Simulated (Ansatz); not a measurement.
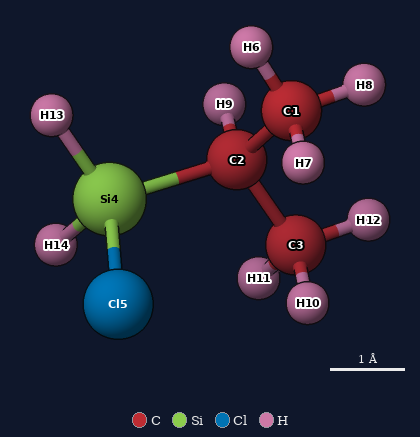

Fig. 1: The structure (ball-and-stick view, seen at a tilt; atoms are numbered from 1 in the order of the input). Bond lengths as drawn: Cl–Si 2.06 Å, C–C 1.53 Å, C–H 1.09 to 1.10 Å, C–Si 1.87 Å and H–Si 1.48 Å.

## C$_{3}$H$_{9}$ClSi: a changed input and its effect

System: C$_{3}$H$_{9}$ClSi, SMILES CC(C)[SiH2]Cl.
Method of the first run: RKS B2PLYP (frozen core)/def2-TZVPP (Ansatz 0.2.0).

The geometry comes from this level: PBE0-D4/def2-TZVP. Text and figures count atoms from 1; the logs count them from 0 in places.

**Input, the first run**
```yaml
crystal:
  periodic: [false, false, false]
  atoms:
    - {symbol: C, position_ang: [0.083721, 0.997681, -1.145274]}
    - {symbol: C, position_ang: [-0.452123, 0.169162, 0.019042]}
    - {symbol: C, position_ang: [-0.748499, -1.268388, -0.399098]}
    - {symbol: Si, position_ang: [0.689631, 0.237738, 1.500771]}
    - {symbol: Cl, position_ang: [2.516681, -0.590452, 1.010822]}
    - {symbol: H, position_ang: [0.252507, 2.040428, -0.865018]}
    - {symbol: H, position_ang: [1.032276, 0.593436, -1.508959]}
    - {symbol: H, position_ang: [-0.620870, 0.986836, -1.982337]}
    - {symbol: H, position_ang: [-1.384977, 0.629591, 0.377079]}
    - {symbol: H, position_ang: [0.162166, -1.775414, -0.729351]}
    - {symbol: H, position_ang: [-1.177528, -1.854327, 0.417575]}
    - {symbol: H, position_ang: [-1.456955, -1.288917, -1.232713]}
    - {symbol: H, position_ang: [0.944158, 1.637452, 1.925591]}
    - {symbol: H, position_ang: [0.147112, -0.543927, 2.640571]}
basis:
  gaussian: {orbitals: def2-TZVPP}
hamiltonian: {xc: {name: B2PLYP}}
```

Launched with:
```bash
ansatz run in.yaml --threads 4 --pin off --events-out ev --progress --plain --max-ram 10444MiB
```

Hardware: 4 threads of AMD EPYC, 23 GiB of memory available, shared host.

**Output (the first run)**
```
Functional definition: B2PLYP
  parameter a = 0.53
  parameter c = 0.27
  exchange = (1 - a)*b88_x + a*exact_x
  correlation = (1 - c)*lyp_c + c*(mp2_os + mp2_ss)
1738 factors; integrals over basis functions are off by at most 9.6e-4 eV
mean field evaluation 1: about -23637.8373 eV, gradient 5.1e1 eV
mean field evaluation 2: about -23637.9862 eV, gradient 5.1e1 eV
mean field evaluation 4: about -23644.0973 eV, gradient 4.3e0 eV
mean field evaluation 8: about -23644.1454 eV, gradient 3.1e-1 eV
mean field evaluation 16: about -23644.1456 eV, gradient 9.2e-5 eV
mean field -23644.14562793 eV, -868.9063252487 hartree, gradient 3.7e-6 eV, S^2 0.000000; 0 other end points of the search recorded, 0 dependent functions left out
13 core orbitals not correlated: weight in the atoms' cores, before any rotation towards them, 1.000 or more for the frozen orbitals, at most 0.000 for the correlated occupied ones
reference -23644.14582706 eV, -868.9063325667 hartree; 16, 16 occupied and 274, 274 virtual orbitals, 1738 factors
second order -27.95306261 eV of doubles, -0.00000000 eV of singles
Total energy: -23651.69315396 eV, -869.1836917147 hartree
```

For the second run the input was changed thus:
```diff
-  gaussian: {orbitals: def2-TZVPP}
-hamiltonian: {xc: {name: B2PLYP}}
+  gaussian: {orbitals: def2-TZVPD}
+hamiltonian: {xc: {name: wB97X}}
```

How does the second run compare with the first run?

The total energies belong to different models, so their difference says nothing on which is more stable or more accurate. The functional changes from B2PLYP to wB97X. The basis functions go from 303 to 281. On the same kind of shared host the second run took about 1.5 times as long.

**Output (the second run)**
```
Functional definition: wB97X
  parameter omega = 0.3/bohr
  parameter cx = 0.157706
  parameter cx1 = 0.726479
  parameter cx2 = 1.04760
  parameter cx3 = -5.70635
  parameter cx4 = 13.2794
  parameter css1 = -4.33879
  parameter css2 = 18.2308
  parameter css3 = -31.7430
  parameter css4 = 17.2901
  parameter cos1 = 2.37031
  parameter cos2 = -11.3995
  parameter cos3 = 6.58405
  parameter cos4 = -3.78132
  exchange = spin_sum(e_x_unif_sr(omega)*poly(b97_u_x, 1 - cx, cx1, cx2, cx3, cx4)) + cx*exact_x_sr(omega)
      + exact_x_lr(omega)
  correlation = spin_sum(e_c_pw_same_spin*poly(b97_u_same, 1, css1, css2, css3, css4))
      + integral(e_c_pw_opposite_spin*poly(b97_u_opposite, 1, cos1, cos2, cos3, cos4))
1554 factors; their error is unknown
575 factors; integrals over basis functions are off by at most 3.9e-5 eV
mean field evaluation 1: about -23656.1405 eV, gradient 4.4e1 eV
mean field evaluation 2: about -23658.1033 eV, gradient 3.4e1 eV
mean field evaluation 4: about -23660.8117 eV, gradient 1.3e0 eV
mean field evaluation 8: about -23660.8089 eV, gradient 5.4e-1 eV
mean field evaluation 16: about -23660.8093 eV, gradient 1.8e-5 eV
mean field -23660.80932470 eV, -869.5187048102 hartree, gradient 1.9e-5 eV, S^2 0.000000; 0 other end points of the search recorded, 0 dependent functions left out
reference -23660.80927182 eV, -869.5187028670 hartree; 29, 29 occupied and 252, 252 virtual orbitals, 1554 factors
Total energy: -23660.80927182 eV, -869.5187028670 hartree
```

**The two runs side by side**

```tsv
quantity	the first run	the second run
outcome	converged	converged
total energy (hartree)	−869.183692	−869.518703
basis functions	303	281
wall time (shared host)	6.5 s	9.5 s
```
